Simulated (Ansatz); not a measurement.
## SiO2: response to strain

Start from SiO2 in the rutile structure (space group P4_2/mnm, No. 136; a = 4.185 Å, c = 2.669 Å).

Strains are applied to the cell and any free atomic positions relax.

Computed with Ansatz (a program for electronic structure) r2SCAN, no spin-orbit coupling.

Notes on the quantities. energy relative to the base: free energy F.

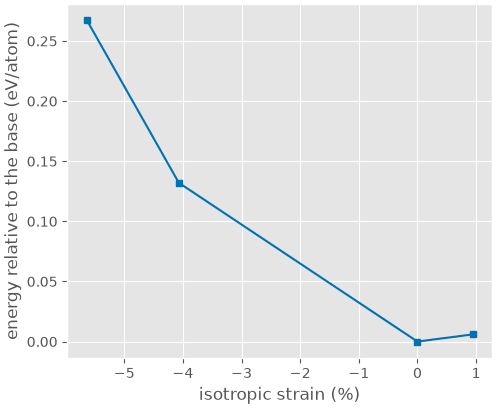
Figure: Energy relative to the base against isotropic strain

Q: From the plot, what is the energy relative to the base for isotropic strain −5.64 %?

A: About 0.27 eV/atom.

Q: Is the trend monotonic over the range shown?

A: No, it turns within the range, spanning 0 meV/atom to +0.268 eV/atom.

Whether these cells are dynamically stable was not tested.
